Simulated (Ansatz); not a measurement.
The starting structures come from a database of crystals and need not be the phases stable at ambient conditions.

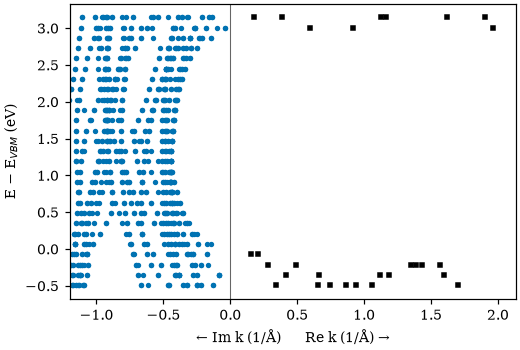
Fig. 1. Complex bands at the centre of the two-dimensional zone; PBEsol run with Ansatz (a program for electronic structure)

The gap is the functional's own. No spin-orbit coupling. Mid-gap values are interpolated on the energy grid.

### Question
This is TiZnO$_{3}$ (R3c, not sure to be the ambient phase, 10 atoms a cell, 10.6 Å³ an atom, -8 GPa at this level) along the normal of (100). Read off the slowest decay at the centre of the two-dimensional zone at 1.47 eV, the computed energy nearest the middle of the gap.

### Answer
κ ≈ 0.44 1/Å, a decay length 1/(2κ) of the density of 1.1 Å.
